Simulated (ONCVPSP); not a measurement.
```json
{
 "Element": "Sc",
 "Generator": "ONCVPSP 4.0.1",
 "Type": "optimised norm-conserving Vanderbilt (ONCV)",
 "Functional": "PBEsol",
 "Relativity": "scalar-relativistic",
 "Frozen core": "[Ne]",
 "Valence charge": "11",
 "Reference configuration": "3s2 3p6 3d1 4s2",
 "Partial waves": "3s+4s: rc 1.50 bohr, ncon 4, nbas 7, qcut 6.7 1/bohr, 2 projectors; 3p: rc 1.80 bohr, ncon 5, nbas 8, qcut 7.7 1/bohr, 2 projectors, debl 1.9 Ha; 3d: rc 1.35 bohr, ncon 4, nbas 9, qcut 6.1 1/bohr, 2 projectors, debl 2.1 Ha",
 "Local potential": "polynomial inside 1.30 bohr (lpopt 5, dvloc0 0 Ha)",
 "Core correction": "none"
}
```

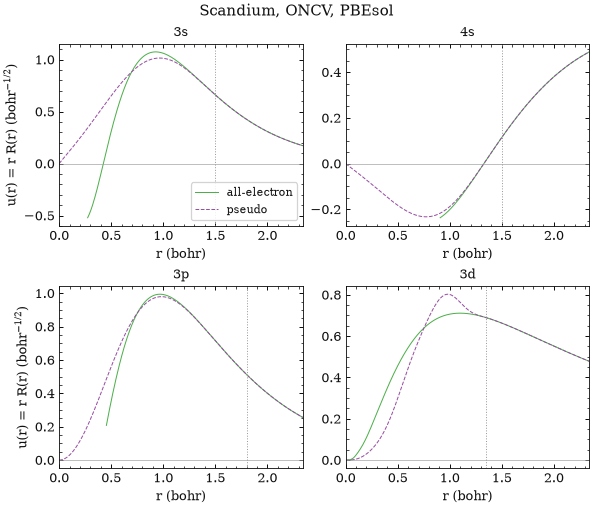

Partial waves u(r) = r R(r), all-electron (solid) and pseudo (dashed). Dotted lines mark the matching radii. The all-electron curves start outside the innermost oscillations, which aren't drawn.

Pseudo-waves: 3s has no node; 4s has a node at about 1.3 bohr; 3p has no node; 3d has no node. A node in 4s is expected, since a lower shell of the same l is also in the valence and the two must stay orthogonal.

- Cutoffs needed: 159 Ha and 183 Ha (the cutoffs at which the residual kinetic energy of the hardest occupied pseudo-wave falls to 1 and 0.1 mHa per electron)
- Ghost test: no bound ghost flagged; no localised positive-energy state flagged
- Configuration tests: 1 of 4 tests not solved
